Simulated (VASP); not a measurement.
Band structure of ZrO$_{2}$ (relaxed from the 3R-MoS2 structure, space group R3m). Computed with r2SCAN meta-GGA, VASP's PBE PAW potentials (set 64) (plane waves; VASP).

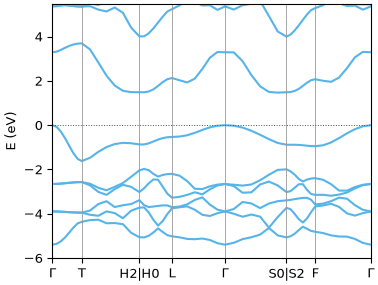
Figure: Bands along high-symmetry lines, zero at the valence-band maximum or, without a gap, the Fermi level

**Question.** Read the plot: is there a gap, and where are the band edges?

**Answer.** The gap is indirect, 1.47 eV, from the valence maximum at Γ to the conduction minimum at Γ-S0 at 0.86.

The structure was generated: ZrO2 was put into the 3R-MoS2 type (R3m), which need not be its known phase. It was relaxed first, which changed the volume by +29 %.
